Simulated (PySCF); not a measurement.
## Electronic structure of C4H8O3Si2 in real space

```yaml
atoms:
  - { symbol: O, position_ang: [-0.8620, 1.9974, -2.4233] }
  - { symbol: C, position_ang: [-0.9857, 1.4210, -1.4286] }
  - { symbol: C, position_ang: [-1.1350, 0.7701, -0.3052] }
  - { symbol: C, position_ang: [-2.3485, 0.8481, 0.4879] }
  - { symbol: O, position_ang: [-2.5166, 0.2331, 1.5129] }
  - { symbol: C, position_ang: [-0.0258, -0.1109, 0.2398] }
  - { symbol: Si, position_ang: [-0.4463, -1.9733, 0.0044] }
  - { symbol: O, position_ang: [1.1774, 0.1539, -0.4320] }
  - { symbol: Si, position_ang: [2.6428, 0.4815, 0.1799] }
  - { symbol: H, position_ang: [-3.1203, 1.5254, 0.0859] }
  - { symbol: H, position_ang: [0.0656, 0.1299, 1.3054] }
  - { symbol: H, position_ang: [-0.4957, -2.1906, -1.4415] }
  - { symbol: H, position_ang: [-1.7173, -2.2756, 0.6469] }
  - { symbol: H, position_ang: [0.6627, -2.7118, 0.6076] }
  - { symbol: H, position_ang: [3.3321, 0.7931, -1.0601] }
  - { symbol: H, position_ang: [2.5719, 1.5998, 1.1247] }
  - { symbol: H, position_ang: [3.1938, -0.6791, 0.8853] }
```

Geometry: GFN2-xTB.

The calculation used PBE0/pcSseg-1, SCF density, gas phase, non-relativistic (PySCF 2.14.0).

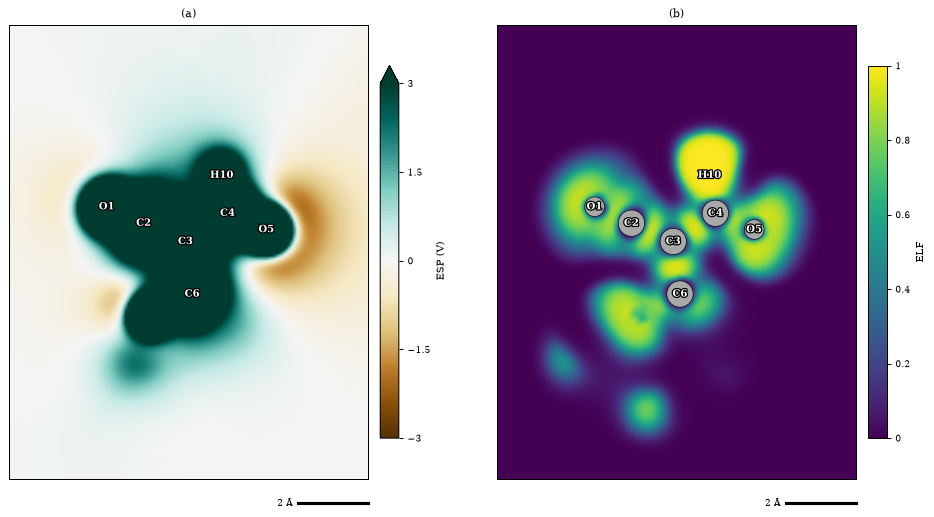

Figure 1. (a) electrostatic potential; (b) ELF on the plane of atoms C3, C4 and O5. Grey discs cover the atomic cores in the ELF map.

### What does the map show?

The plane passes through O, C and H nuclei. C–O (1.16 Å): the ELF peaks at about 0.85 between the atoms: a short, multiple covalent bond. C–C (1.31 Å): the ELF peaks at about 0.90 between the atoms; a short, multiple covalent bond. C–H (1.10 Å): the ELF climbs to about 1 towards the hydrogen, as it does in any bond to H: a covalent bond by its length. C–O (1.21 Å): the ELF peaks at about 0.85 between the atoms; a short, multiple covalent bond. C–C (1.45 Å): the ELF peaks at about 0.95 between the atoms; localised, covalent bonding. The ELF also peaks beside O8, O5 and O1, away from the bonds: lone-pair regions. Outside the dense part of the molecule the potential is most negative (−2.0 V) near O5.

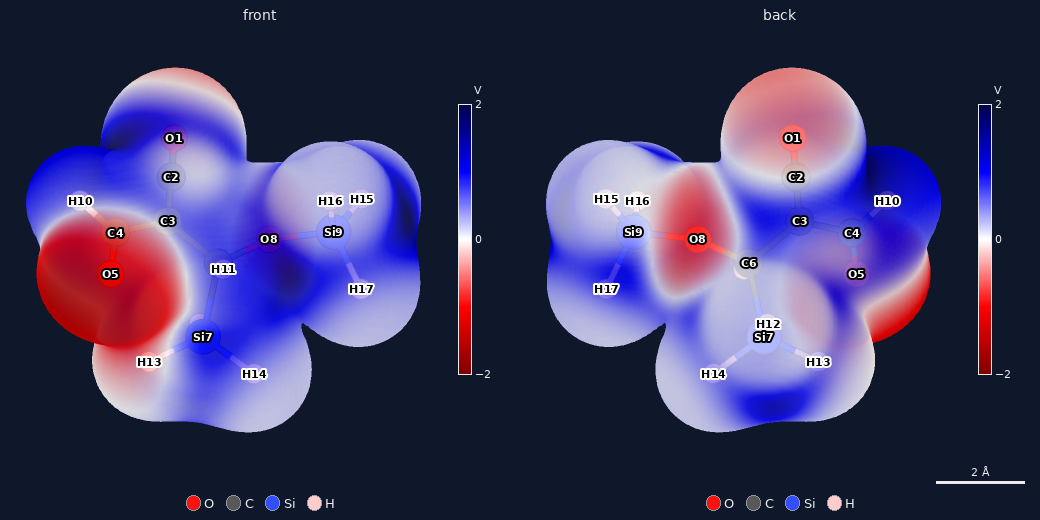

Figure 2. The electrostatic potential painted on the density surface at 0.002 e/bohr³, seen from the front and from behind; the colour scale runs from red (negative) to blue (positive).

### Where is the surface potential most negative and most positive?

The most negative region (about −1.6 V) lies over O5, the most positive (about +1.9 V) over C2 and Si9. O5 is the likeliest acceptor of a hydrogen bond.

### What dipole moment does the calculation give?

Its dipole moment is 1.26 D.
